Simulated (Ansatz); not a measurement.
# C2H9OSbSi: one molecule under many settings, part 2 of 2

Ansatz 0.2.0, Gaussian basis; the settings change from run to run. The steps go on from the part before.

## 6. B97M-V/def2-SVP

Set apart from the defaults: charge -1, multiplicity 2, restricted open-shell orbitals, atoms shaken by 0.08 Å, relativity set to scalar.

The input, in.yaml:

```yaml
crystal:
  periodic: [false, false, false]
  atoms:
    - {symbol: C, position_ang: [-1.335692, 1.286903, 1.641462]}
    - {symbol: C, position_ang: [-0.217419, 0.967900, 0.867119]}
    - {symbol: O, position_ang: [-0.349220, 0.691230, -0.395693]}
    - {symbol: Sb, position_ang: [1.209334, 0.534515, -1.580312]}
    - {symbol: Si, position_ang: [1.198882, -2.135111, -1.438969]}
    - {symbol: H, position_ang: [-1.859785, 2.152541, 1.148491]}
    - {symbol: H, position_ang: [-1.413038, 1.506528, 2.527256]}
    - {symbol: H, position_ang: [-2.203881, 0.403039, 1.535121]}
    - {symbol: H, position_ang: [0.460837, 1.902236, 0.890524]}
    - {symbol: H, position_ang: [0.278516, 0.203977, 1.440224]}
    - {symbol: H, position_ang: [0.235289, 0.181224, -3.034176]}
    - {symbol: H, position_ang: [-0.169846, -2.681814, -1.445082]}
    - {symbol: H, position_ang: [2.200557, -2.693686, -2.414094]}
    - {symbol: H, position_ang: [1.771885, -2.417775, 0.074209]}
basis:
  gaussian: {orbitals: def2-SVP}
total_charge: -1
magnetization: {spin_polarized: false, initial_magnetization: 1}
hamiltonian: {xc: {name: B97M-V}, pseudopotentials: {relativity: scalar}}
output: {forces: true}
```

On the command line:

```
$ ansatz run in.yaml --threads 4 --pin off --events-out ev --progress --plain --max-ram 11315MiB
```

The program printed, shortened:

```text
Functional definition: B97M-V
  name "B97M-V"
  cite "Mardirossian & Head-Gordon, J. Chem. Phys. 142, 074111 (2015) doi:10.1063/1.4907719"
  cite "Becke, J. Chem. Phys. 107, 8554 (1997) doi:10.1063/1.475007"
  cite "Vydrov & Van Voorhis, J. Chem. Phys. 133, 244103 (2010) doi:10.1063/1.3521275"
  # Of w^i u^j: cxij and so on, Table III.
[...]
  gx(w, u) = cx00 + cx01*u + cx02*u^2 + (cx10 + cx11*u)*w
  gss(w, u) = css00 + css02*u^2 + css10*w + (css32*w^3 + css42*w^4)*u^2
  gos(w, u) = cos00 + cos01*u + cos03*u^3 + cos10*w + cos32*w^3*u^2
[...]
      + integral(e_c_pw_mod_opposite_spin*gos(b97_w_opposite, b97_u_opposite)) + vv10(b, c)
1493 factors; their error is unknown
[...]
mean field -18688.11001711 eV, -686.7753758730 hartree, gradient 1.7e-5 eV, S^2 0.750000; 7 other end points of the search recorded, 0 dependent functions left out
[...]
Atom 4 at     1.198882    -2.135111    -1.438969 Å, force     0.772659     1.750369     2.340314 eV/Å
Atom 5 at    -1.859785     2.152541     1.148491 Å, force     0.009260    -0.481547     0.084265 eV/Å
Atom 6 at    -1.413038     1.506528     2.527256 Å, force     0.717532     2.213001    10.488171 eV/Å
Atom 7 at    -2.203881     0.403039     1.535121 Å, force     1.927589     1.829318     0.118244 eV/Å
Atom 8 at     0.460837     1.902236     0.890524 Å, force     0.123776    -0.463816     0.819682 eV/Å
Atom 9 at     0.278516     0.203977     1.440224 Å, force     1.276974    -1.111850     0.527118 eV/Å
Atom 10 at     0.235289     0.181224    -3.034176 Å, force     0.052269     0.413927     0.337363 eV/Å
Atom 11 at    -0.169846    -2.681814    -1.445082 Å, force    -0.321091    -0.919265    -0.284629 eV/Å
Atom 12 at     2.200557    -2.693686    -2.414094 Å, force    -0.304977    -0.423226    -0.025940 eV/Å
Atom 13 at     1.771885    -2.417775     0.074209 Å, force    -0.399146    -0.253965    -1.423591 eV/Å
Dipole moment:     0.042066     0.279300     0.148601 e Å
```

Run time: 39 s. Hardware: 4 threads of AMD EPYC 7R43, shared host; peak memory 0.44 GiB.

Largest force 12.599 eV/Å.

## 7. SVWN5/x2c-TZVPPall

This run has unrestricted orbitals, high accuracy, the search for lower states set to full.

The input, in.yaml:

```yaml
crystal:
  periodic: [false, false, false]
  atoms:
    - {symbol: C, position_ang: [-1.474893, 1.320670, 1.559382]}
    - {symbol: C, position_ang: [-0.145140, 1.026819, 0.908320]}
    - {symbol: O, position_ang: [-0.371176, 0.703794, -0.446890]}
    - {symbol: Sb, position_ang: [1.234492, 0.434935, -1.577146]}
    - {symbol: Si, position_ang: [1.243155, -2.142174, -1.301985]}
    - {symbol: H, position_ang: [-1.963978, 2.161342, 1.063280]}
    - {symbol: H, position_ang: [-1.338362, 1.569823, 2.614945]}
    - {symbol: H, position_ang: [-2.132574, 0.451993, 1.489242]}
    - {symbol: H, position_ang: [0.518590, 1.900377, 1.001657]}
    - {symbol: H, position_ang: [0.347999, 0.193622, 1.433203]}
    - {symbol: H, position_ang: [0.285212, 0.286936, -2.992099]}
    - {symbol: H, position_ang: [-0.119364, -2.704300, -1.485871]}
    - {symbol: H, position_ang: [2.171219, -2.746408, -2.297915]}
    - {symbol: H, position_ang: [1.731819, -2.486632, 0.060578]}
basis:
  gaussian: {orbitals: x2c-TZVPPall}
magnetization: {spin_polarized: true, initial_magnetization: 0}
hamiltonian: {xc: {name: SVWN5}}
accuracy: high
scf: {lower_state_search: full}
output: {forces: true}
```

Same command.

The program printed, shortened:

```text
Functional definition: SVWN5
  name "SVWN5"
  cite "Dirac, Proc. Camb. Phil. Soc. 26, 376 (1930) doi:10.1017/S0305004100016108"
  cite "Slater, Phys. Rev. 81, 385 (1951) doi:10.1103/PhysRev.81.385"
  cite "Vosko, Wilk & Nusair, Can. J. Phys. 58, 1200 (1980) doi:10.1139/p80-159"
[...]
5773 factors; integrals over basis functions are off by at most 2.0e-7 eV
[...]
mean field -188285.48244917 eV, -6919.3638555230 hartree, gradient 1.7e-8 eV, S^2 0.000000; 0 other end points of the search recorded, 0 dependent functions left out
[...]
reference -188285.48245391 eV, -6919.3638556974 hartree; 47, 47 occupied and 274, 274 virtual orbitals, 5773 factors
Total energy: -188285.48245391 eV, -6919.3638556974 hartree
Relativity: scalar
Atom 0 at    -1.474893     1.320670     1.559382 Å, force     0.473442    -0.114084    -0.272505 eV/Å
[...]
Atom 4 at     1.243155    -2.142174    -1.301985 Å, force    -0.024166     0.276450    -0.042992 eV/Å
Atom 5 at    -1.963978     2.161342     1.063280 Å, force    -0.113061     0.211834    -0.134502 eV/Å
Atom 6 at    -1.338362     1.569823     2.614945 Å, force     0.041691     0.057039     0.247208 eV/Å
Atom 7 at    -2.132574     0.451993     1.489242 Å, force    -0.156471    -0.224815    -0.024363 eV/Å
Atom 8 at     0.518590     1.900377     1.001657 Å, force     0.184047     0.239572     0.019991 eV/Å
Atom 9 at     0.347999     0.193622     1.433203 Å, force     0.134661    -0.236926     0.142397 eV/Å
Atom 10 at     0.285212     0.286936    -2.992099 Å, force    -0.086572    -0.032521    -0.058558 eV/Å
Atom 11 at    -0.119364    -2.704300    -1.485871 Å, force    -0.125794    -0.052761    -0.018629 eV/Å
Atom 12 at     2.171219    -2.746408    -2.297915 Å, force     0.084009    -0.055859    -0.081341 eV/Å
Atom 13 at     1.731819    -2.486632     0.060578 Å, force     0.046519    -0.022921     0.116657 eV/Å
Dipole moment:     0.203898     0.051338     0.070539 e Å
```

Run time: 78 s. Hardware: 4 threads of AMD EPYC 7R43, shared host; peak memory 3.1 GiB.

Largest force 0.558 eV/Å, dipole 1.07 D, ⟨S²⟩ 0.000.

## 8. r2SCAN0/def2-SVPD

Options: charge +1, multiplicity 2, finite nuclei.

Edit in.yaml of step 7 so:

```diff
@@ -18,7 +18,6 @@
 basis:
-  gaussian: {orbitals: x2c-TZVPPall}
-magnetization: {spin_polarized: true, initial_magnetization: 0}
-hamiltonian: {xc: {name: SVWN5}}
-accuracy: high
-scf: {lower_state_search: full}
+  gaussian: {orbitals: def2-SVPD, nuclear_model: gaussian}
+total_charge: 1
+magnetization: {spin_polarized: true, initial_magnetization: 1}
+hamiltonian: {xc: {name: r2SCAN0}}
 output: {forces: true}
```

Launched as before.

The program printed, shortened:

```text
Functional definition: r2SCAN0
  name "r2SCAN0"
  cite "Bursch, Neugebauer, Ehlert & Grimme, J. Chem. Phys. 156, 134105 (2022) doi:10.1063/5.0086040"
  cite "Furness, Kaplan, Ning, Perdew & Sun, J. Phys. Chem. Lett. 11, 8208 (2020) doi:10.1021/acs.jpclett.0c02405"
  cite "Furness, Kaplan, Ning, Perdew & Sun, J. Phys. Chem. Lett. 11, 9248 (2020) doi:10.1021/acs.jpclett.0c03077"
  parent r2scan
[...]
1982 factors; integrals over basis functions are off by at most 1.1e-3 eV
[...]
mean field -18666.65001385 eV, -685.9867352991 hartree, gradient 3.4e-5 eV, S^2 0.763240; 2 other end points of the search recorded, 0 dependent functions left out
[...]
reference -18666.65002783 eV, -685.9867358129 hartree; 33, 32 occupied and 158, 159 virtual orbitals, 1982 factors
Total energy: -18666.65002783 eV, -685.9867358129 hartree
[...]
Atom 4 at     1.243155    -2.142174    -1.301985 Å, force     0.373602    -1.866769     0.521768 eV/Å
Atom 5 at    -1.963978     2.161342     1.063280 Å, force    -0.015458     0.065661     0.004268 eV/Å
Atom 6 at    -1.338362     1.569823     2.614945 Å, force     0.054446    -0.009835     0.001889 eV/Å
Atom 7 at    -2.132574     0.451993     1.489242 Å, force    -0.025535    -0.051009     0.038638 eV/Å
Atom 8 at     0.518590     1.900377     1.001657 Å, force    -0.006415    -0.042233    -0.196585 eV/Å
Atom 9 at     0.347999     0.193622     1.433203 Å, force     0.153395    -0.084268    -0.164769 eV/Å
Atom 10 at     0.285212     0.286936    -2.992099 Å, force     0.136098     0.256986     0.074179 eV/Å
Atom 11 at    -0.119364    -2.704300    -1.485871 Å, force    -0.112866     0.530083    -0.106874 eV/Å
Atom 12 at     2.171219    -2.746408    -2.297915 Å, force    -0.005655     0.499674    -0.101432 eV/Å
Atom 13 at     1.731819    -2.486632     0.060578 Å, force    -0.015682     0.393138    -0.029297 eV/Å
Dipole moment:     0.300621    -0.197686     0.048418 e Å
```

Run time: 39 s. Hardware: 4 threads of AMD EPYC 7R43, shared host; peak memory 0.93 GiB.

Largest force 1.974 eV/Å, ⟨S²⟩ 0.763.

## 9. CCSD/def2-mTZVP

Edit in.yaml of step 8 so:

```diff
@@ -18,6 +18,4 @@
 basis:
-  gaussian: {orbitals: def2-SVPD, nuclear_model: gaussian}
-total_charge: 1
-magnetization: {spin_polarized: true, initial_magnetization: 1}
-hamiltonian: {xc: {name: r2SCAN0}}
-output: {forces: true}
+  gaussian: {orbitals: def2-mTZVP}
+hamiltonian: {xc: {name: HF}}
+correlation: {method: ccsd}
```

The command is unchanged.

The program printed, shortened:

```text
Functional definition: HF
  name "HF"
  cite "Fock, Z. Phys. 61, 126 (1930) doi:10.1007/BF01340294"
  parent pbe
[...]
1487 factors; integrals over basis functions are off by at most 1.1e-3 eV
[...]
mean field -18614.05934452 eV, -684.0540638487 hartree, gradient 5.6e-6 eV, S^2 0.000000; 0 other end points of the search recorded, 0 dependent functions left out
12 core orbitals not correlated: weight in the atoms' cores, before any rotation towards them, 1.000 or more for the frozen orbitals, at most 0.000 for the correlated occupied ones
reference -18614.05934452 eV, -684.0540638487 hartree; 21, 21 occupied and 114, 114 virtual orbitals, 1487 factors
second order -19.29906896 eV of doubles, -0.00000000 eV of singles
cycle   1  -19.99866464 eV  change   -7.0e-1 eV  update   1.3e-1
[...]
cycle  10  -20.88119264 eV  change   -1.5e-6 eV  update   2.2e-5
Total energy: -18634.94053716 eV, -684.8214335243 hartree
```

It took 22 s on 4 threads of AMD EPYC 7R43, shared host; peak memory 1.3 GiB.

T1 0.014.

## 10. PBE-QIDH/def2-SVPD

Options: relativity set to none.

Edit in.yaml of step 9 so:

```diff
@@ -18,4 +18,3 @@
 basis:
-  gaussian: {orbitals: def2-mTZVP}
-hamiltonian: {xc: {name: HF}}
-correlation: {method: ccsd}
+  gaussian: {orbitals: def2-SVPD}
+hamiltonian: {xc: {name: PBE-QIDH}, pseudopotentials: {relativity: none}}
```

Launched as before.

The program printed, shortened:

```text
Functional definition: PBE-QIDH
  name "PBE-QIDH"
  cite "Brémond, Sancho-García, Pérez-Jiménez & Adamo, J. Chem. Phys. 141, 031101 (2014) doi:10.1063/1.4890314"
  cite "Perdew, Burke & Ernzerhof, Phys. Rev. Lett. 77, 3865 (1996) doi:10.1103/PhysRevLett.77.3865"
[...]
1982 factors; integrals over basis functions are off by at most 1.1e-3 eV
[...]
mean field -18650.02053355 eV, -685.3756131701 hartree, gradient 4.2e-6 eV, S^2 0.000000; 0 other end points of the search recorded, 0 dependent functions left out
12 core orbitals not correlated: weight in the atoms' cores, before any rotation towards them, 1.000 or more for the frozen orbitals, at most 0.000 for the correlated occupied ones
reference -18650.02055042 eV, -685.3756137898 hartree; 21, 21 occupied and 158, 158 virtual orbitals, 1982 factors
second order -22.90248521 eV of doubles, -0.00000000 eV of singles
Total energy: -18657.65471215 eV, -685.6561640590 hartree
```

Run time: 9.5 s. Hardware: 4 threads of AMD EPYC 7R43, shared host; peak memory 0.64 GiB.

## 11. All runs side by side

| level | charge | multiplicity | geometry | functions | energy (eV) | time |
| --- | --- | --- | --- | --- | --- | --- |
| CCSD(T)/def2-mTZVP | 0 | 1 | scaled | 147 | -18632.591 | 5.1 min |
| B3LYP5/def2-TZVPD | 0 | 1 | relaxed | 294 | -18681.378 | 24 s |
| wB97X/def2-mTZVPP | 0 | 1 | shaken | 170 | -18684.119 | 19 s |
| CAM-B3LYP/ANO-RCC-VTZP | 0 | 1 | relaxed | 318 | -188524.933 | 80 s |
| B97M-V/def2-SVP | -1 | 2 | shaken | 131 | -18688.110 | 39 s |
| SVWN5/x2c-TZVPPall | 0 | 1 | relaxed | 321 | -188285.482 | 78 s |
| r2SCAN0/def2-SVPD | 1 | 2 | relaxed | 191 | -18666.650 | 39 s |
| CCSD/def2-mTZVP | 0 | 1 | relaxed | 147 | -18634.941 | 22 s |
| PBE-QIDH/def2-SVPD | 0 | 1 | relaxed | 191 | -18657.655 | 9.5 s |

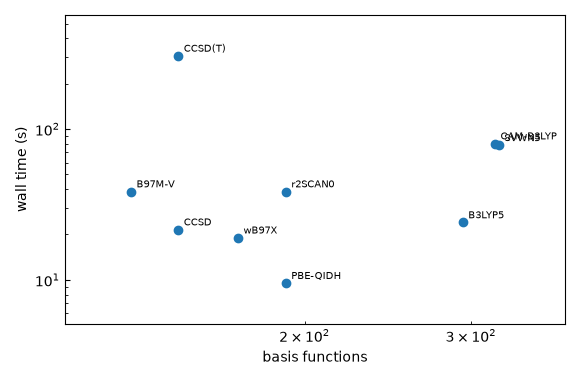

Wall time against the number of basis functions (shared host).

## 12. Summary of results

The summary covers parts 1 to 2.

| quantity | value |
| --- | --- |
| runs | 9 |
| quickest | PBE-QIDH/def2-SVPD, 9.5 s |
| slowest | CCSD(T)/def2-mTZVP, 5.1 min |
| spread of total energies, same state and geometry | 169890.0 eV |
| dipole, same state and geometry | 1.07 to 1.27 D |

In words: CCSD(T)/def2-mTZVP took 32 times as long as PBE-QIDH/def2-SVPD. The jobs differ in tasks and options as well as level. The totals spread over 169890 eV; they can't be compared across methods or bases. Some of these runs are scalar-relativistic and others not, which shifts the totals of all-electron atoms past neon by several eV an atom and more; core potentials, where a basis has them, take the core out of the total altogether. At the PBE0-D4/def2-TZVP geometry and in the same state, the sound runs without point charges leave forces up to 0.56 eV/Å (SVWN5/x2c-TZVPPall), against 4.7 eV/Å where the atoms were moved. At that geometry and state the dipole changes by 20 % between the lowest and highest value.
